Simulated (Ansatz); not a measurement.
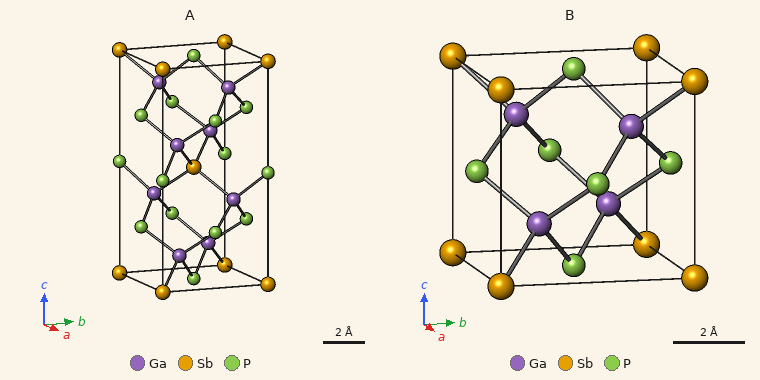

Two structures of Ga₄SbP₃, each relaxed to rest (conventional cells in solid outline, small ones repeated, not to one scale). Method: Ansatz, DFT, PBE0, plane waves, PAW, without spin polarisation.

Which two forms are compared?

Answer. A: 16 atoms a cell on a body-centred tetragonal lattice, I-42m. B: 8 atoms a cell on a primitive cubic lattice, P-43m.

Which is the more stable form at this level of theory?

Answer. A is lower, by 20 meV/atom at this level of theory (energies at zero smearing). Volumes: A 22.1, B 22.2 Å³/atom.

One or both may be structure types tried for this composition rather than known phases.
